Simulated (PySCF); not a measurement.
Consider H2O4Ta (charge −1).

Input

```
mol = gto.M(atom='''
Ta    -0.00000     0.00000    -0.18093
O      0.87656     1.18663     0.84401
O     -0.87656    -1.18663     0.84401
O      1.30509    -1.01981    -1.30605
H      1.19092    -1.98469    -1.27775
O     -1.30509     1.01981    -1.30605
H     -1.19092     1.98469    -1.27775''',
    basis={'Ta': 'def2-SVP', 'O': 'def2-SVP', 'H': 'def2-SVP'},
    ecp={'Ta': 'def2-SVP'},
    charge=-1, spin=0)
mf = dft.RKS(mol, xc='TPSS')
mf.grids.atom_grid = (75, 302)  # f atoms: at least (60, 302), unpruned
mf = mf.density_fit()  # Ta def2-universal-JKFIT, O def2-universal-JKFIT, H def2-universal-JKFIT
mf.conv_tol = 1e-09; mf.max_cycle = 55
mf.kernel(dm0)
```

Command:

```sh
OMP_NUM_THREADS=2 python run.py
```

Core potentials replace the inner electrons of Ta.

Computed with RKS TPSS, Ta def2-SVP with ECP60, O def2-SVP, H def2-SVP; non-relativistic Hamiltonian with scalar-relativistic core potentials where named; density fitting (PySCF).

> Predict the electron density and electron localisation function between the atoms.

Ta1···H7 (2.56 Å): the density falls to about 0.56 e/Å³ on the way; the ELF climbs to about 0.95 towards the hydrogen.
Ta–O (1.80 Å): ρ at the midpoint is about 1.4 e/Å³; the ELF peaks at about 0.80 in the valence shell of O, 0.5 Å from its nucleus, and drops to about 0.30 between the two atoms.
O–H (0.97 Å): the density is about 3.5 e/Å³ at the midpoint; the ELF climbs to about 1 towards the hydrogen (a covalent bond by its length).
Ta–O (2.00 Å): ρ at the midpoint is about 0.8 e/Å³; the ELF peaks at about 0.85 in the valence shell of O, 0.6 Å from its nucleus, and drops to about 0.20 between the two atoms.

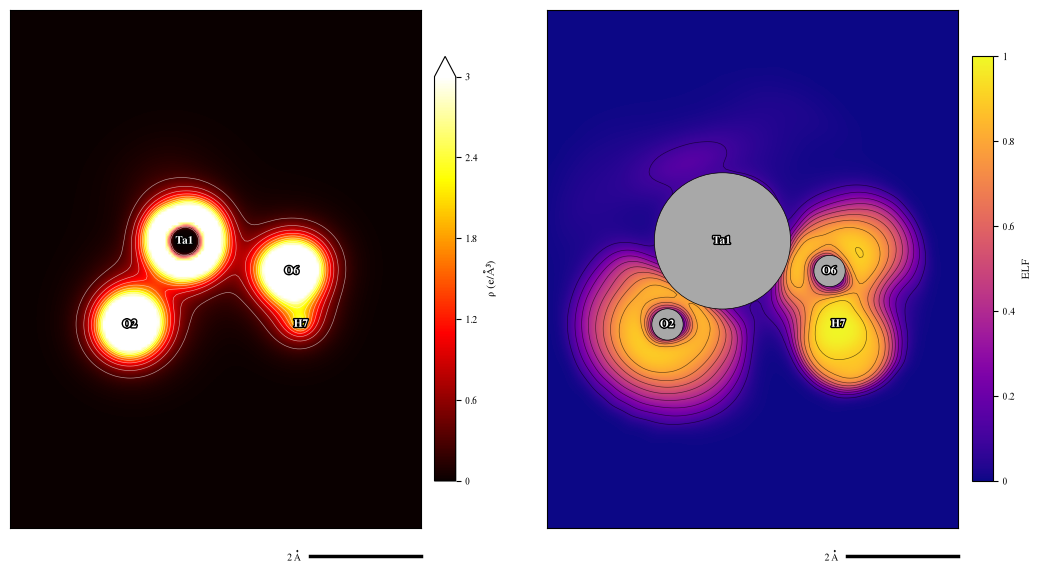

Computed electron density and electron localisation function on the plane of atoms O2, Ta1 and H7, in this order. Grey discs cover the atomic cores in the ELF map. 
